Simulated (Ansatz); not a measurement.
**Run report: BH₂ClF, molecular dynamics (part 3 of 3)**

Continued. System: BH₂ClF, multiplicity 2. Method: UKS PBE0-D4/def2-SVP (Ansatz 0.2.0). It belongs to a series of runs on one base structure; here: dynamics from the highest image of the converged band.

Geometry of the input (Å):
```
B  0.0203  0.2462  0.0798
Cl 0.0441  0.5964  2.0638
H  1.0356  -0.3242  -0.2403
F  -1.1822  -0.1512  -0.3100
H  -0.0304  -0.3671  3.0417
```

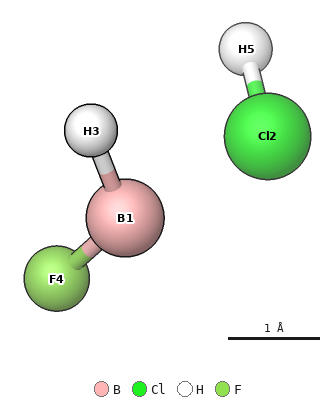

Fig. 1: The geometry at step 94 of the log (ball-and-stick view, seen at a tilt; atoms are numbered from 1 in the order of the input).

**Output, continued**
```
md step   199: t =    99.50 fs  T =   511.3 K  F+E_penalty+E_count = -15933.00163035 eV  E_kin = 0.198286 eV  conserved = -15932.80334423 eV  (27 SCF iters, 3 dispersion substeps)
these checks for a lower state are left out or cut short: starts, cluster_reference, orbital_swaps, neighbouring_geometries, increment
592 factors; integrals over basis functions are off by at most 3.6e-4 eV
mean field evaluation 1376: about -15932.9463 eV, gradient 9.8e-4 eV
mean field -15932.94631955 eV, -585.5249775045 hartree, gradient 1.1e-5 eV, S^2 0.751379; 0 other end points of the search recorded, 0 dependent functions left out
the calculation of the forces begins
reference -15932.94634134 eV, -585.5249783055 hartree; 17, 16 occupied and 39, 40 virtual orbitals, 592 factors
592 factors; integrals over basis functions are off by at most 3.6e-4 eV
mean field -15932.94631955 eV, -585.5249775045 hartree, gradient 1.1e-5 eV, S^2 0.751379; 1 other end points of the search recorded, 0 dependent functions left out
the calculation of the forces begins
reference -15932.94634134 eV, -585.5249783055 hartree; 17, 16 occupied and 39, 40 virtual orbitals, 592 factors
md step   200: t =   100.00 fs  T =   501.5 K  F+E_penalty+E_count = -15932.99775556 eV  E_kin = 0.194457 eV  conserved = -15932.80329825 eV  (29 SCF iters, 3 dispersion substeps)
```

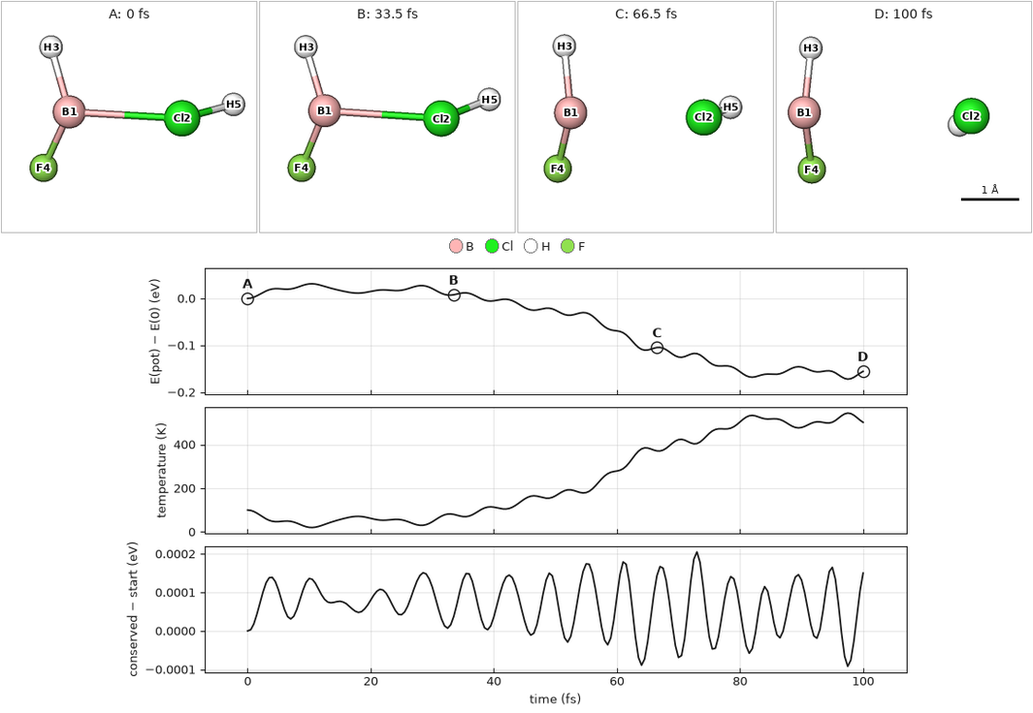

Fig. 2: Frames of the molecular dynamics (ball-and-stick, seen at a tilt) above the curves, on which the letters mark them. The trajectory kept here has 201 frames over 100 fs. The temperature starts at 100 K, ranges from 20 to 544 K and averages 407 K over the second half. The potential energy ends 0.156 eV below its first value. The conserved quantity stays within 0.0003 eV. After an unweighted best fit of the last frame on the first, the root-mean-square displacement is 0.43 Å.

```
Total energy: -15932.99777735 eV, -585.5268685439 hartree
Atom 0 at     0.010196     0.180846    -0.590085 Å, force    -0.517221     0.346074     0.019918 eV/Å
Atom 1 at     0.088022     0.661526     2.344874 Å, force    -0.329695    -0.693332    -0.087448 eV/Å
Atom 2 at     0.952562    -0.541942    -0.429943 Å, force     0.257599    -0.313976     0.042114 eV/Å
Atom 3 at    -1.227927    -0.217217    -0.400454 Å, force     0.251850    -0.040128    -0.078351 eV/Å
Atom 4 at    -0.521830    -0.495895     2.234819 Å, force     0.337466     0.701362     0.103768 eV/Å
Dipole moment:    -0.038817    -0.288559     0.151456 e Å
```

**Trajectory as extended XYZ (Å, eV, eV/Å), 18 of the 201 frames kept, from step=0 to step=200**
```
5
Properties=species:S:1:pos:R:3:forces:R:3 step=0 time_fs=0.0 energy=-15932.84223 temperature=100.0
B     0.0203    0.2462    0.0798    0.0001   0.0003  -0.0002
Cl    0.0441    0.5964    2.0638   -0.0001  -0.0002   0.0001
H     1.0356   -0.3242   -0.2403    0.0001  -0.0001  -0.0001
F    -1.1822   -0.1512   -0.3100   -0.0002  -0.0001   0.0001
H    -0.0304   -0.3671    3.0417    0.0000   0.0001   0.0001
5
Properties=species:S:1:pos:R:3:forces:R:3 step=12 time_fs=6.0 energy=-15932.82257 temperature=49.4
B     0.0239    0.2487    0.0709    0.0629  -0.0434  -0.0525
Cl    0.0422    0.5926    2.0623    0.0021   0.4847   0.1295
H     1.0687   -0.3209   -0.1678   -0.2298  -0.0440  -0.1786
F    -1.1847   -0.1491   -0.3070    0.1940  -0.0866  -0.0700
H     0.0138   -0.3065    3.0625   -0.0292  -0.3107   0.1716
5
Properties=species:S:1:pos:R:3:forces:R:3 step=24 time_fs=12.0 energy=-15932.81466 temperature=29.2
B     0.0271    0.2501    0.0619   -0.3089  -0.1219   0.3231
Cl    0.0403    0.5927    2.0623    0.0296   0.0207   0.5218
H     1.0500   -0.3386   -0.1576    0.0760  -0.0996  -0.3207
F    -1.1839   -0.1482   -0.3052    0.2401   0.0096  -0.1415
H     0.0482   -0.3217    3.1126   -0.0368   0.1911  -0.3827
5
Properties=species:S:1:pos:R:3:forces:R:3 step=35 time_fs=17.5 energy=-15932.83087 temperature=70.8
B     0.0242    0.2480    0.0602    0.4464  -0.2340  -0.1950
Cl    0.0388    0.5936    2.0664    0.0889   0.3360   0.1562
H     1.0374   -0.3760   -0.2311   -0.2809   0.2032   0.0613
F    -1.1799   -0.1476   -0.3058   -0.2129  -0.0929  -0.1197
H     0.0688   -0.3042    3.0724   -0.0415  -0.2123   0.0972
5
Properties=species:S:1:pos:R:3:forces:R:3 step=47 time_fs=23.5 energy=-15932.82527 temperature=56.5
B     0.0290    0.2411    0.0544   -0.2385   0.1767  -0.1329
Cl    0.0381    0.5972    2.0723    0.1591   0.0172   0.0159
H     0.9835   -0.3790   -0.3058    0.4616  -0.1107   0.0934
F    -1.1789   -0.1483   -0.3083   -0.3318  -0.0307  -0.0269
H     0.0778   -0.3429    3.0495   -0.0504  -0.0525   0.0505
5
Properties=species:S:1:pos:R:3:forces:R:3 step=59 time_fs=29.5 energy=-15932.81831 temperature=38.7
B     0.0315    0.2365    0.0431    0.1946  -0.0963  -0.2160
Cl    0.0389    0.6010    2.0784    0.1758  -0.5009   0.1217
H     1.0217   -0.3850   -0.3333   -0.2402   0.2485   0.3287
F    -1.1834   -0.1496   -0.3114   -0.0719  -0.0177   0.0146
H     0.0696   -0.3950    3.0408   -0.0582   0.3664  -0.2490
5
Properties=species:S:1:pos:R:3:forces:R:3 step=71 time_fs=35.5 energy=-15932.83039 temperature=69.9
B     0.0354    0.2329    0.0253   -0.4611   0.6148  -0.2489
Cl    0.0413    0.6012    2.0853    0.1002   0.3303  -0.2236
H     1.0340   -0.3476   -0.2697    0.2742  -0.3629   0.0337
F    -1.1893   -0.1516   -0.3142    0.1197  -0.1753   0.0394
H     0.0425   -0.3628    2.9797   -0.0331  -0.4068   0.3994
5
Properties=species:S:1:pos:R:3:forces:R:3 step=82 time_fs=41.0 energy=-15932.84492 temperature=107.2
B     0.0314    0.2425    0.0022    0.2833   0.0668  -0.1279
Cl    0.0444    0.6026    2.0908    0.0196  -0.2372   0.4705
H     1.0732   -0.3823   -0.1892   -0.5235   0.0562  -0.0348
F    -1.1930   -0.1559   -0.3164    0.2306  -0.1633  -0.0503
H     0.0072   -0.3976    2.9930   -0.0100   0.2776  -0.2574
5
Properties=species:S:1:pos:R:3:forces:R:3 step=94 time_fs=47.0 energy=-15932.86693 temperature=163.8
B     0.0305    0.2573   -0.0274   -0.3308   0.0938  -0.2070
Cl    0.0479    0.6030    2.1006    0.0110   0.4336   0.3950
H     1.0042   -0.4315   -0.1197    0.2484  -0.2595  -0.2098
F    -1.1933   -0.1633   -0.3194    0.1033  -0.0322  -0.0637
H    -0.0351   -0.3823    2.9541   -0.0320  -0.2357   0.0854
5
Properties=species:S:1:pos:R:3:forces:R:3 step=106 time_fs=53.0 energy=-15932.87692 temperature=189.5
B     0.0251    0.2711   -0.0634    0.3595  -0.7412  -0.2409
Cl    0.0517    0.6068    2.1146   -0.0275   0.0915   0.7354
H     0.9621   -0.5251   -0.1137   -0.1180   0.3739  -0.1497
F    -1.1921   -0.1712   -0.3238   -0.2274   0.1319  -0.1149
H    -0.0884   -0.4215    2.9233    0.0134   0.1440  -0.2299
5
Properties=species:S:1:pos:R:3:forces:R:3 step=118 time_fs=59.0 energy=-15932.90925 temperature=272.8
B     0.0265    0.2660   -0.1073   -0.0524  -0.2799  -0.2791
Cl    0.0552    0.6124    2.1348    0.0495   0.3368   0.3995
H     0.9236   -0.5338   -0.1586    0.4226  -0.0082  -0.0612
F    -1.1947   -0.1770   -0.3301   -0.3851   0.1288  -0.1010
H    -0.1398   -0.4493    2.8485   -0.0346  -0.1775   0.0419
5
Properties=species:S:1:pos:R:3:forces:R:3 step=129 time_fs=64.5 energy=-15932.95263 temperature=384.5
B     0.0292    0.2513   -0.1552    0.2042  -0.1074  -0.3087
Cl    0.0588    0.6198    2.1573   -0.0056  -0.1108   0.4210
H     0.9750   -0.5181   -0.2192   -0.0820   0.0951   0.0325
F    -1.2028   -0.1804   -0.3376   -0.1515  -0.0407  -0.0460
H    -0.1945   -0.5011    2.7698    0.0349   0.1638  -0.0988
5
Properties=species:S:1:pos:R:3:forces:R:3 step=141 time_fs=70.5 energy=-15932.96775 temperature=423.5
B     0.0364    0.2332   -0.2169   -0.2006   0.3236  -0.3136
Cl    0.0627    0.6273    2.1854    0.0856   0.1378   0.1528
H     1.0153   -0.4844   -0.2755   -0.1736  -0.1739   0.0706
F    -1.2136   -0.1847   -0.3464    0.3347  -0.1435   0.0087
H    -0.2452   -0.5246    2.6691   -0.0462  -0.1440   0.0815
5
Properties=species:S:1:pos:R:3:forces:R:3 step=153 time_fs=76.5 energy=-15932.98637 temperature=471.7
B     0.0374    0.2245   -0.2884   -0.3948   0.3110  -0.2121
Cl    0.0673    0.6353    2.2155   -0.0791  -0.4403   0.2660
H     1.0048   -0.5057   -0.3087   -0.1088  -0.2073   0.0608
F    -1.2190   -0.1915   -0.3552    0.4624  -0.0973  -0.0126
H    -0.3050   -0.5626    2.5745    0.1203   0.4339  -0.1021
5
Properties=species:S:1:pos:R:3:forces:R:3 step=165 time_fs=82.5 energy=-15933.00934 temperature=530.9
B     0.0276    0.2241   -0.3664    0.1077  -0.2540  -0.0490
Cl    0.0718    0.6415    2.2474    0.2216   0.4920   0.0170
H     0.9531   -0.5834   -0.3238   -0.1592   0.2057  -0.0030
F    -1.2168   -0.1999   -0.3644    0.0135   0.0268  -0.0754
H    -0.3478   -0.5385    2.4762   -0.1837  -0.4705   0.1104
5
Properties=species:S:1:pos:R:3:forces:R:3 step=176 time_fs=88.0 energy=-15932.99389 temperature=491.3
B     0.0195    0.2189   -0.4396   -0.1195  -0.1280   0.0609
Cl    0.0768    0.6485    2.2775   -0.1692  -0.5179   0.1189
H     0.8788   -0.6159   -0.3360    0.5191  -0.0445  -0.0319
F    -1.2144   -0.2073   -0.3739   -0.4315   0.1423  -0.1159
H    -0.4093   -0.5586    2.3960    0.2011   0.5482  -0.0320
5
Properties=species:S:1:pos:R:3:forces:R:3 step=188 time_fs=94.0 energy=-15932.99673 temperature=498.7
B     0.0108    0.2062   -0.5173    0.4338  -0.5477   0.1837
Cl    0.0818    0.6541    2.3110    0.3102   0.6108   0.0250
H     0.9135   -0.6276   -0.3653   -0.1240   0.4298  -0.1357
F    -1.2185   -0.2130   -0.3862   -0.3291   0.0934  -0.1035
H    -0.4473   -0.4984    2.3120   -0.2908  -0.5864   0.0304
5
Properties=species:S:1:pos:R:3:forces:R:3 step=200 time_fs=100.0 energy=-15932.99776 temperature=501.5
B     0.0102    0.1808   -0.5901   -0.5172   0.3461   0.0199
Cl    0.0880    0.6615    2.3449   -0.3297  -0.6933  -0.0874
H     0.9526   -0.5419   -0.4299    0.2576  -0.3140   0.0421
F    -1.2279   -0.2172   -0.4005    0.2518  -0.0401  -0.0784
H    -0.5218   -0.4959    2.2348    0.3375   0.7014   0.1038
```

**Key numbers**

| quantity | value |
| --- | --- |
| outcome | finished |
| mean temperature over the second half | 407 K |
| trajectory | 200 steps, 100 fs |
| ensemble | nve |
| temperature in the input | 100.0 K |
| time step | 0.5 fs |
| potential energy (last step) | −15932.9978 eV |
| mean-field energy (last step) | −15932.9463 eV |
| ⟨S²⟩ (last step) | 0.751 |
| largest force (length of the vector) (last step) | 0.785 eV/Å |
| hardware | 1 thread of Intel Xeon (Granite Rapids), 192 GiB of memory available, shared host |
| wall time | 3.4 min |
| peak memory | 0.14 GiB |

**Notes**

So short a trajectory is not equilibrated.
